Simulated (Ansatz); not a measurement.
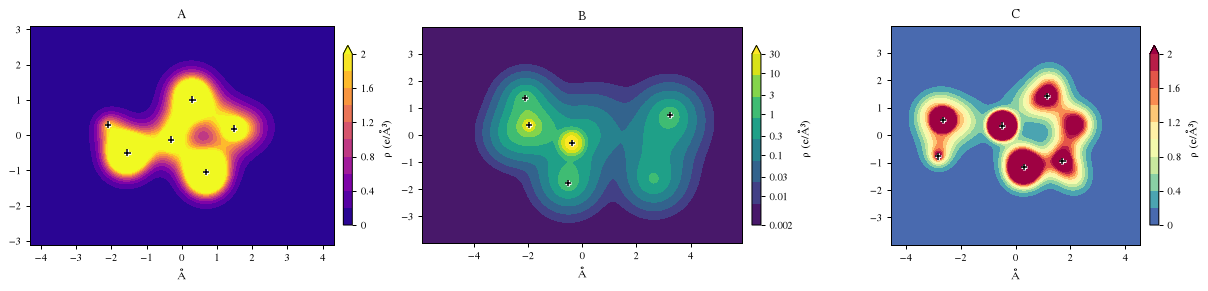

The total electron density of 3 systems, each on a plane through atoms (crosses mark nuclei in the plane).

Computed with RKS PBE0-D4/def2-TZVPP (Ansatz 0.2.0).

System 1: C₂H₆AlNOS (SMILES [SH][Al]1[CH2]NC[O]1), the plane of atoms S1, Al2 and O6. Geometry: PBE0-D4/def2-TZVP.

```xyz
12

S     0.9818    3.2144    0.2639
Al    0.3604    1.1322    0.1795
C     0.7626   -0.6132    0.9881
N     0.1056   -1.4674   -0.0273
C    -1.0507   -0.8227   -0.6182
O    -0.8535    0.5605   -0.8873
H     0.0926    3.5581   -0.6862
H     0.2956   -0.7725    1.9662
H     1.8088   -0.8995    1.0949
H     0.7706   -1.6809   -0.7604
H    -1.2970   -1.3402   -1.5489
H    -1.8998   -0.9242    0.0697
```

System 2: GeH₇NSSi (SMILES N[SiH2][S][GeH3]), the plane of atoms N1, Si2 and H8. Geometry: PBE0-D4/def2-TZVP.

```xyz
11

N    -0.6456    2.3265   -0.8631
Si   -0.4015    0.6512   -0.6341
S     1.2309    0.2162    0.6908
Ge    0.7271   -1.9187    1.0485
H    -0.9234    2.9099   -0.0899
H    -0.0552    2.8318   -1.5040
H    -1.6270    0.0491   -0.0470
H    -0.1248    0.0590   -1.9661
H     0.3321   -2.5849   -0.2805
H     1.9904   -2.5718    1.6215
H    -0.4378   -2.0255    2.0445
```

System 3: C₂H₂FNO₂ (SMILES OC1=NC(F)O1), the plane of atoms N3, C4 and O6. Geometry: PBE0-D4/def2-TZVP.

```
atom    x (Å)    y (Å)    z (Å)
   O   1.5416   0.7320   1.0150
   C   0.5491   0.2188   0.3432
   N   0.4589  -0.4823  -0.7300
   C  -0.9605  -0.3186  -0.5067
   F  -1.6447  -1.4339  -0.2623
   O  -0.7173   0.4326   0.7376
   H   2.3650   0.4916   0.5701
   H  -1.4999   0.3027  -1.2227
```

Which map belongs to which system?

Panel A is system 3, C₂H₂FNO₂: the plane holds O, C, N and H. C–N (1.29 Å): ρ at the midpoint is about 2.8 e/Å³. Panel B is system 2, GeH₇NSSi: the plane holds N, Si and H. Si–N (1.71 Å): the density is about 1.1 e/Å³ at the midpoint. Panel C is system 1, C₂H₆AlNOS: the plane holds S, Al, C, O and H. C–O (1.42 Å): ρ is about 2 e/Å³ halfway, with its minimum of 1.8 e/Å³ about 0.5 Å from C.
